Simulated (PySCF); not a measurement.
# C5H5F (SMILES FC1=CCC=C1): PBE0/6-31+G(d) (spherical functions)

Aim: the vertical ionisation energy of C5H5F at PBE0/6-31+G* (spherical functions), from 2 runs. The job is set up through a Python script.

Program for the calculation: PySCF 2.14.0.

## 1. The molecule

C5H5F has 11 atoms, charge 0, and is taken as a singlet. SMILES: `FC1=CCC=C1`. The coordinates come from a PBE0-D4/def2-TZVP relaxation.

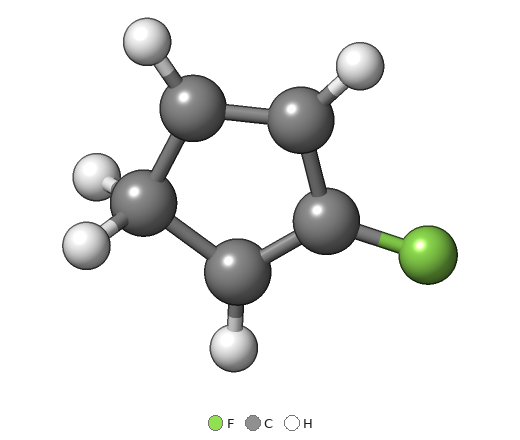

Viewed from a chosen angle; fluorine green, carbon grey, hydrogen white.

## 2. The energy at PBE0/6-31+G(d) (spherical functions)

input.xyz

```xyz
11
C5H5F
F      0.004400    -2.240900    -1.280900
C      0.012800    -1.096700    -0.603000
C      0.421200    -0.918500     0.657800
C      0.240000     0.529200     0.971300
C     -0.320800     1.109600    -0.287700
C     -0.449600     0.142400    -1.206100
H      0.809300    -1.667700     1.330400
H     -0.439500     0.687400     1.818700
H      1.185200     1.014900     1.246200
H     -0.574100     2.153400    -0.409500
H     -0.823500     0.229800    -2.216900
```

run.py

```python
# FC1=CCC=C1
from pyscf import gto, dft

mol = gto.M(
    atom='input.xyz',
    max_memory=1860,
    basis='6-31+g*',
    spin=0,
    verbose=3,
)

mf = dft.RKS(mol)
mf.xc = 'pbe0'
mf.grids.level = 4
mf.conv_tol = 1e-10
mf.kernel()
if not mf.converged:
    mf = mf.newton().run(mf.mo_coeff, mf.mo_occ)

energy = mf.e_tot
print('Final energy', energy)
```

Launch:

```bash
$ OMP_NUM_THREADS=1 python run.py
```

Output:

```text
converged SCF energy = -293.01958271387
Final energy -293.01958271386957
```

Run time: 30 s. Hardware: 1 thread of Arm Neoverse V1, shared host; peak memory 0.64 GiB.

## 3. The doublet cation at the same level

calc.py

```python
from pyscf import gto, dft

system = gto.M(
    atom='''
F      0.004400    -2.240900    -1.280900
C      0.012800    -1.096700    -0.603000
C      0.421200    -0.918500     0.657800
C      0.240000     0.529200     0.971300
C     -0.320800     1.109600    -0.287700
C     -0.449600     0.142400    -1.206100
H      0.809300    -1.667700     1.330400
H     -0.439500     0.687400     1.818700
H      1.185200     1.014900     1.246200
H     -0.574100     2.153400    -0.409500
H     -0.823500     0.229800    -2.216900
''',
    verbose=3,
    spin=1,
    max_memory=1860,
    basis='6-31+g*',
    charge=1,
)

mf = dft.UKS(system)
mf.xc = 'pbe0'
mf.grids.level = 4
mf.conv_tol = 1e-10
mf.kernel()
if not mf.converged:
    mf = mf.newton().run(mf.mo_coeff, mf.mo_occ)

e_tot = mf.e_tot
print(f'total energy: {e_tot:.8f} hartree')
```

Launch:

```bash
$ OMP_NUM_THREADS=1 python calc.py
```

Output:

```text
WARN: HOMO -0.262566200224316 >= LUMO -0.262566200224317

converged SCF energy = -292.703708845418  <S^2> = 0.76563568  2S+1 = 2.015575
total energy: -292.70370885 hartree
```

Run time: 68 s. Hardware: 1 thread of Arm Neoverse V1, shared host; peak memory 0.67 GiB.

## 4. What came out

Level: PBE0/6-31+G* (spherical functions).

| quantity | value |
| --- | --- |
| singlet C5H5F: total energy | -293.01958 Eh |
| singlet C5H5F: dipole moment | 2.07 D |
| singlet C5H5F: HOMO energy | -6.50 eV |
| singlet C5H5F: LUMO energy | -0.62 eV |
| singlet C5H5F: HOMO–LUMO gap | 5.88 eV |
| doublet cation: total energy | -292.70371 Eh |
| doublet cation: HOMO energy (highest over α and β) | -14.06 eV |
| doublet cation: LUMO energy (lowest over α and β) | -10.69 eV |
| doublet cation: ⟨S²⟩ | 0.766 |
| vertical ionisation energy (to the doublet cation) | 8.595 eV |

The vertical ionisation energy comes to 8.60 eV (829 kJ/mol). The negative HOMO energy of the first species, 6.50 eV, lies 2.09 eV below that difference. Mulliken charges (singlet C5H5F) run from -0.90 on C4 to +0.26 on H8; in a basis this large or diffuse they mean little. Mulliken charges (doublet cation) run from -0.99 on C4 to +0.40 on C3; in a basis this large or diffuse they mean little.
